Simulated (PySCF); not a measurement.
| atom | x (Å) | y (Å) | z (Å) |
| --- | --- | --- | --- |
| C | -3.8991 | 0.3914 | 0.0574 |
| C | -2.4975 | 0.0933 | 0.2091 |
| C | -1.3261 | -0.1523 | 0.3330 |
| C | 0.0380 | -0.4599 | 0.4951 |
| N | 0.4209 | -1.4572 | 1.2587 |
| S | 2.0430 | -1.5731 | 1.2558 |
| C | 2.1685 | -0.1979 | 0.1643 |
| C | 3.4604 | 0.3261 | -0.3236 |
| N | 1.0049 | 0.2632 | -0.1315 |
| H | -4.2050 | 0.2220 | -0.9746 |
| H | -4.0879 | 1.4333 | 0.3140 |
| H | -4.4875 | -0.2498 | 0.7127 |
| H | 4.0029 | -0.4487 | -0.8638 |
| H | 3.2816 | 1.1700 | -0.9846 |
| H | 4.0785 | 0.6475 | 0.5137 |

Geometry: GFN2-xTB.

Level of theory: PySCF 2.14.0, PBE0/def2-SVPD, SCF density, gas phase.

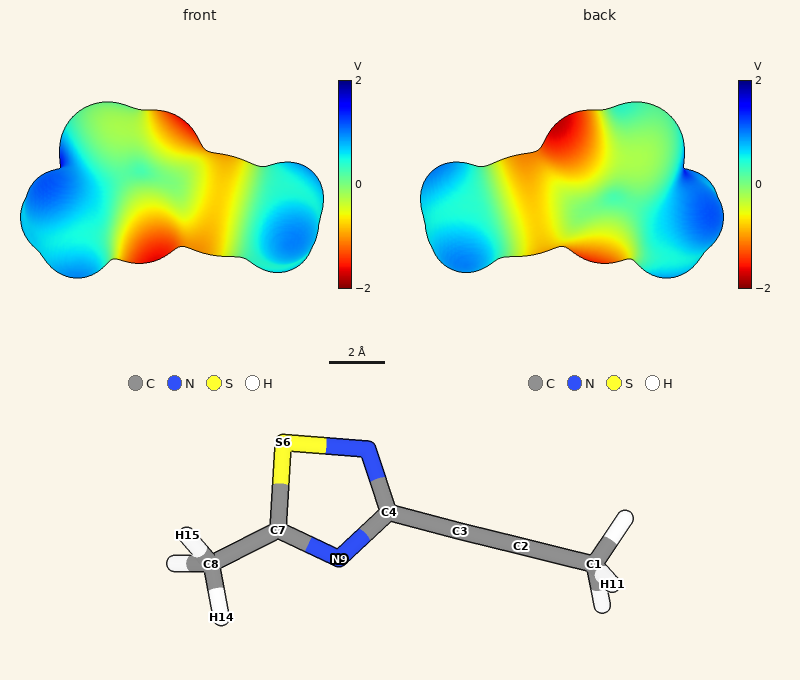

C6H6N2S (SMILES CC#Cc1nsc(C)n1). The electrostatic potential painted on the density surface at 0.002 e/bohr³, seen from the front and from behind; the colour scale runs from red (negative) to blue (positive). The bare structure is drawn below in the same view.

Question: Where is the surface potential most negative and most positive?

Answer: The most negative region (about −1.7 V, or −39 kcal/mol for a unit charge) lies over N5, the most positive (about +1.3 V, or +30 kcal/mol for a unit charge) over S6 and C8. N5 is the likeliest acceptor of a hydrogen bond.

Question: What dipole moment does the calculation give?

Answer: Its dipole moment is 1.35 D.
